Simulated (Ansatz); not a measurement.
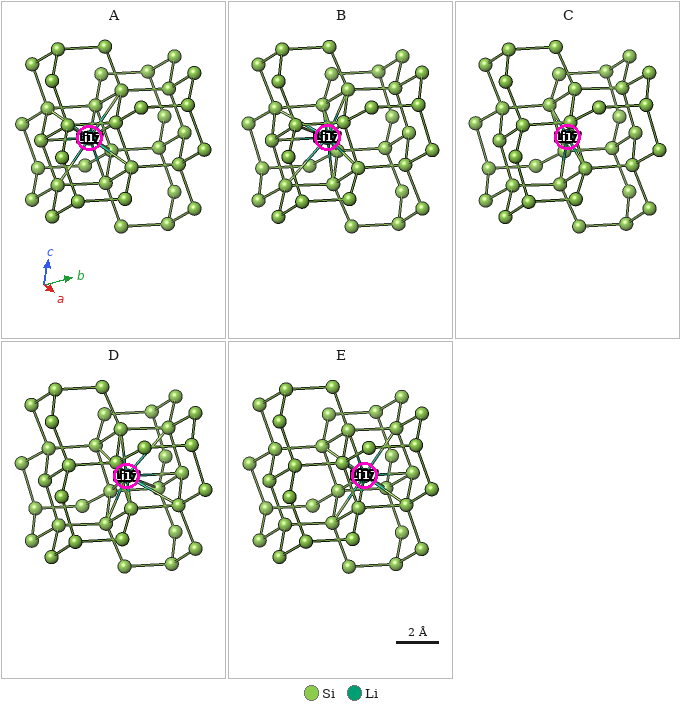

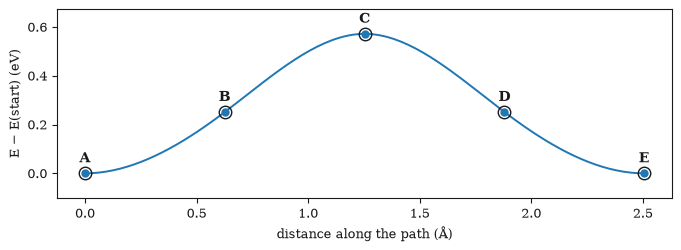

NEB run on a defect cell of composition LiSi$_{16}$ (cell charge +1) (17 atoms in the cell). Images are numbered from 0 (start) to 4 (end). Frames A to E are images 0, 1, 2, 3, 4. Style: ball-and-stick. Shown: the atoms within 5.4 Å of the middle of the path, slightly off an axis. The moving atom is ringed, with any periodic copies. Bonds to atoms that aren't drawn are left out.

The calculation used DFT LDA, scalar-relativistic, plane waves, PAW (Ansatz). Run with plane-wave cutoff 420 eV; k-point mesh 3 × 3 × 3; Gaussian smearing 0.02 eV; 3 movable images; climbing image.

Describe the mechanism and the energy profile.

Answer. The Li atom travels furthest, 2.35 Å from end to end, along [−1 3 −1], on a straight line. At the highest image its nearest neighbour (Si) is 2.33 Å away, against 2.38 Å at the start, and the surrounding atoms stand up to 0.18 Å off the mean of their end positions. The two ends have the same energy, and the highest point, image 2, lies 0.57 eV above the start. The band is converged.

Limits of the set-up: the periodic images lie only 7.6 Å apart, so the values are limited by the cell's size; the cell is charged, on a uniform background, and energies carry no finite-size correction.

The run took 80 s on 4 threads of Arm Neoverse V2 (shared host), peak memory 1.3 GiB.
